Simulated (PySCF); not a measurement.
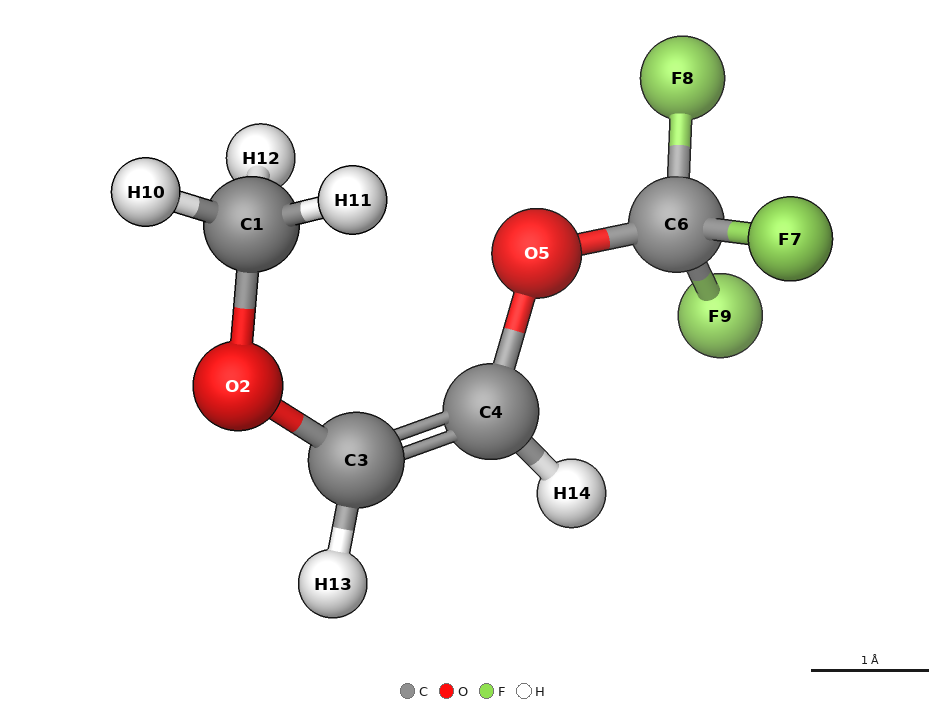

The atoms are numbered. Geometry: an image of a reaction path computed with GFN2-xTB, not a minimum.

Which atoms are bonded, and how long are the bonds?

```
  bond  length (Å)   order
 C1–O2       1.416  single
C1–H10       1.089  single
C1–H11       1.092  single
C1–H12       1.091  single
 O2–C3       1.337  single
 C3–C4       1.329  double
C3–H13       1.082  single
 C4–O5       1.419  single
C4–H14       1.076  single
 O5–C6       1.315  single
 C6–F7       1.349  single
 C6–F8       1.331  single
 C6–F9       1.342  single
```
